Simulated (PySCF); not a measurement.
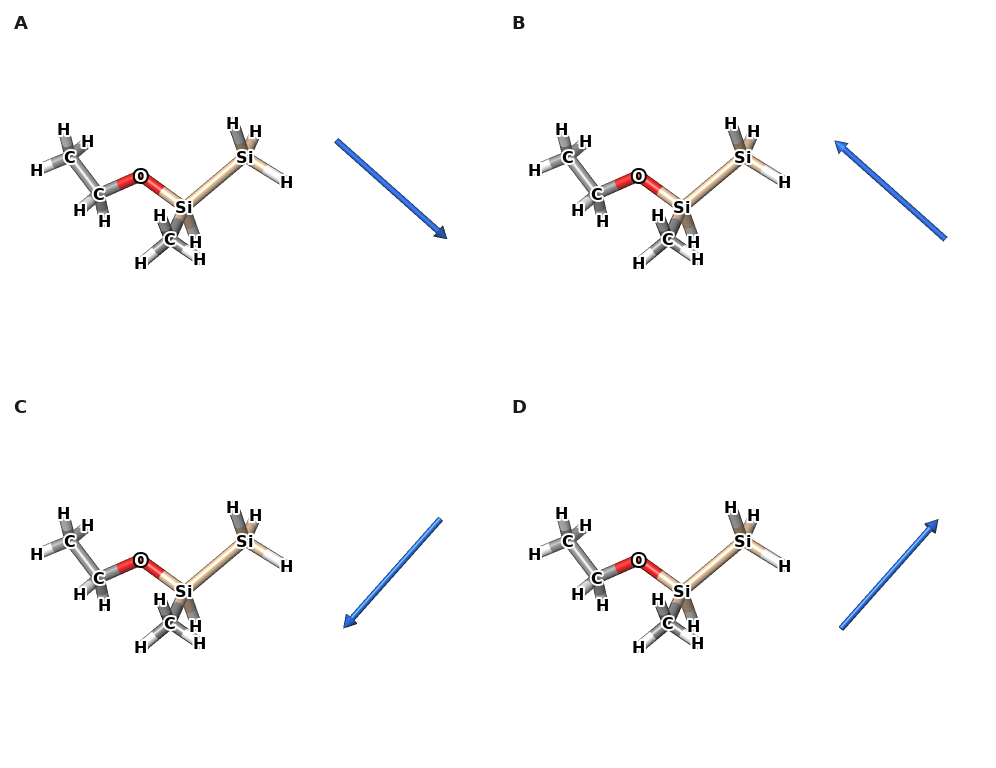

The same molecule four times, each with an arrow. The computed structure is the end point of a PBE0-D3(BJ)/def2-SVP optimisation. No frequency run is at hand to confirm it as a minimum. Level of theory: ωB97X-D/def2-SVPD, gas phase (PySCF 2.14.0).

Question: Which arrow points along the dipole moment, from the negative to the positive end?

Answer: C. The dipole moment is 1.60 D.
